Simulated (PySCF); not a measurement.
# C2H2F2O: the cost of one run

Computed with PySCF 2.14.0, with density-fitted response routines of our own, on a single molecule, in the gas phase or a continuum. Atoms count from 0, in the outputs and in this text.

### 1 The molecule as given

7 atoms, charge 0, multiplicity 1; geometry from: GFN2-xTB. The atoms were then displaced at random by about 0.01 Å, so the start is not that level's minimum.

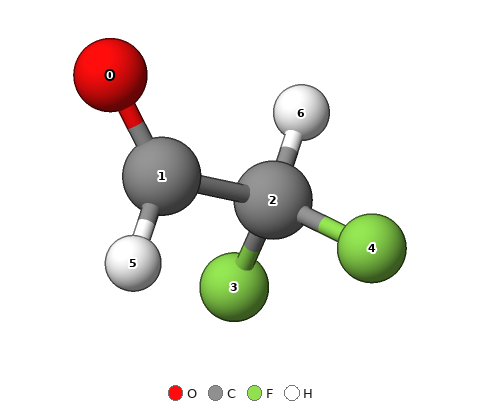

As it starts; oxygen red, carbon grey, fluorine green, hydrogen white, atoms numbered.

### 2 Relaxing the molecule at PBE0-D3(BJ)/def2-SVP

Job settings and geometry (Å):

```
{"job": {"xc": "PBE0", "basis": "def2-SVP", "d3": "d3bj", "grid": 1, "shake": 0.01, "kind": "geom"}, "charge": 0, "multiplicity": 1}
O      1.689050     0.186000     0.858730
C      0.908180    -0.065690    -0.026370
C     -0.634120     0.069910     0.085160
F     -1.148700    -1.130620    -0.143360
F     -1.063330     0.901000    -0.882280
H      1.223300    -0.431170    -1.015060
H     -0.940430     0.441460     1.073260
```

Run with:

```sh
OMP_NUM_THREADS=1 python probes_run.py task.json out
```

The driver reads the jobs from task.json and runs them one after another.

Q: Estimate the wall time and peak memory of this first job on 1 thread of AMD EPYC 9R45, shared host.

About 9.4 s, with a peak of 0.34 GiB.
